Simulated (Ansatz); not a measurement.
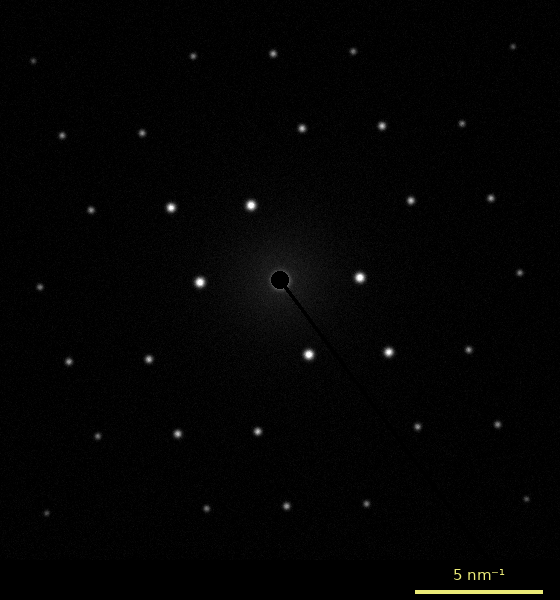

Kinematic zone-axis pattern, calculated for 200 keV electrons with B = 1 Å².

### Read the repeat vectors of the pattern off the scale bar.

The spots form a centred rectangular net with both shortest vectors at d = 3.16 Å, 70.5° apart.

### What is the point symmetry of the pattern, intensities included?

2mm.

### What was simulated?

This cannot be fixed from one zone alone; the pattern is [110] of Si, space group Fd-3m (No. 227), a = 5.472 Å. The net vectors are -1 1 -1 and -1 1 1. Structure: the input geometry of an electronic-structure calculation (not necessarily at equilibrium).
